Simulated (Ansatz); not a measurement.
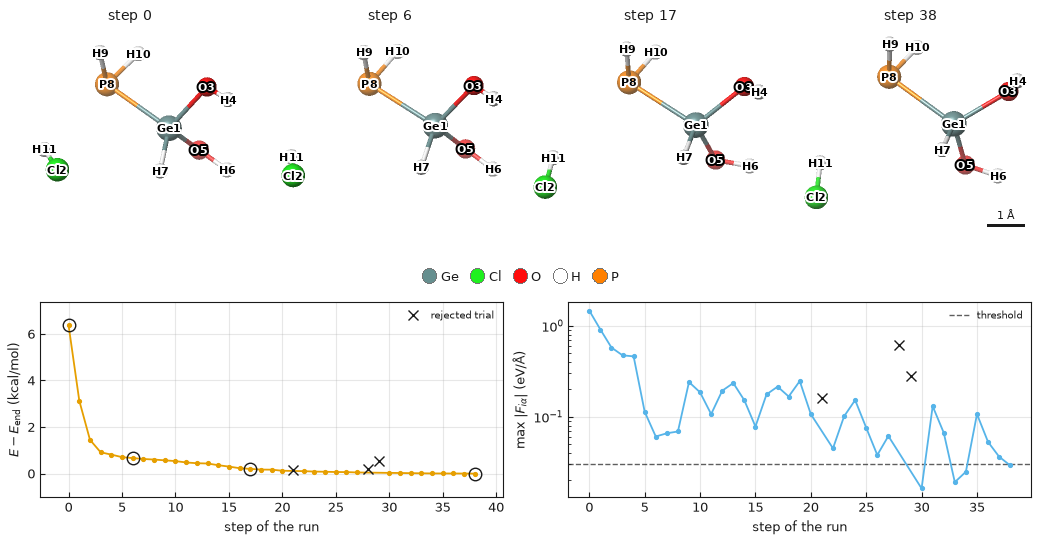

Frames of a relaxation of GePH6O2Cl, marked on the history of the run. Style: ball-and-stick. Shown at a tilt.

The run prepares an end point of a later path (reaction) calculation, from a guessed geometry.

These are results of RHF/def2-SVP (Ansatz), not measurements.

Input file:
```yaml
crystal:
  periodic: [false, false, false]
  atoms:
    - { symbol: Ge, position_ang: [0.349709, 0.436855, -0.140783] }
    - { symbol: Cl, position_ang: [0.128483, -0.12836, 3.245736] }
    - { symbol: O, position_ang: [1.572855, -0.224202, -1.232293] }
    - { symbol: H, position_ang: [1.430221, -1.091478, -1.577905] }
    - { symbol: O, position_ang: [-0.862379, 1.318618, -1.074577] }
    - { symbol: H, position_ang: [-1.418801, 0.829562, -1.660466] }
    - { symbol: H, position_ang: [-0.3309, -0.747766, 0.5254] }
    - { symbol: P, position_ang: [1.331688, 2.121958, 1.048902] }
    - { symbol: H, position_ang: [2.570789, 1.4787, 1.247689] }
    - { symbol: H, position_ang: [1.707972, 2.850444, -0.096493] }
    - { symbol: H, position_ang: [0.250463, 1.18797, 3.24949] }
basis:
  gaussian: { orbitals: def2-SVP }
hamiltonian:
  xc: hf
relax:
  f_tol: 0.03
  max_steps: 50
output:
  orbitals: {}
```

Run as
```bash
ansatz run input.yaml --threads 4 --pin off --max-ram 5120MiB --backend cpu --events-out ev --progress --plain --runs-dir out
```

What happens along the run?

Over 35 accepted moves (38 points after the start) the energy falls by 6.36 kcal/mol. Largest force component: 1.5 eV/Å at the start, 0.029 eV/Å at the end. The line search rejected the trial steps at points 21, 28, 29 of the run. The forces were under the threshold at step 30, but the run went on from there. The largest move after the best rigid fit is that of Cl2, 1.18 Å. By element the largest moves are Cl 1.18 Å, O 0.80 Å, H 0.79 Å, P 0.40 Å, Ge 0.23 Å. Some distances before and after: Ge1–Cl2 3.440 → 4.289 Å, Cl2–H11 1.322 → 1.274 Å, Ge1–P8 2.285 → 2.321 Å, Ge1–O5 1.766 → 1.752 Å. Bond angles that change, for instance: H7–Ge1–P8 122.6° → 112.0°, O3–Ge1–P8 107.5° → 114.1°, O3–Ge1–O5 109.6° → 104.6°. Groups turn about Ge1–O3 by about 55°, Ge1–O5 by about 35°, Ge1–P8 by about 20°. Cost: 53 s on 4 threads of AMD EPYC 7B13 (Zen 3), on a shared host, peak memory 0.34 GiB. From step 0 to 6: Cl2 moves most (0.69 Å), energy −5.70 kcal/mol. From step 6 to 17: Cl2 moves most (0.55 Å), energy −0.47 kcal/mol. From step 17 to 38: Cl2 moves most (0.51 Å), energy −0.20 kcal/mol.

```tsv
step	E − E(0), kcal/mol	largest force component, eV/Å	note
0	0.00	1.4729	
1	-3.23	0.9132	
2	-4.91	0.5786	
3	-5.45	0.4751	
4	-5.55	0.4626	
5	-5.66	0.1137	
6	-5.70	0.0608	
7	-5.73	0.0660	
8	-5.76	0.0691	
9	-5.79	0.2414	
10	-5.83	0.1861	
11	-5.88	0.1072	
13	-5.93	0.2354	
14	-6.00	0.1519	
16	-6.13	0.1767	
17	-6.16	0.2150	
19	-6.19	0.2475	
20	-6.24	0.1070	
22	-6.26	0.0451	
23	-6.28	0.1013	
25	-6.29	0.0760	
26	-6.30	0.0381	
28	-6.17	0.6196	rejected
29	-5.80	0.2835	rejected
31	-6.34	0.1310	
32	-6.34	0.0669	
34	-6.36	0.0249	
35	-6.36	0.1072	
37	-6.36	0.0365	
38	-6.36	0.0292
```

Limits of the set-up: the start holds two separate molecules, 2.6 Å apart at their closest, whose relative position is a soft coordinate and is computed without a dispersion correction; Hartree-Fock leaves out electron correlation.
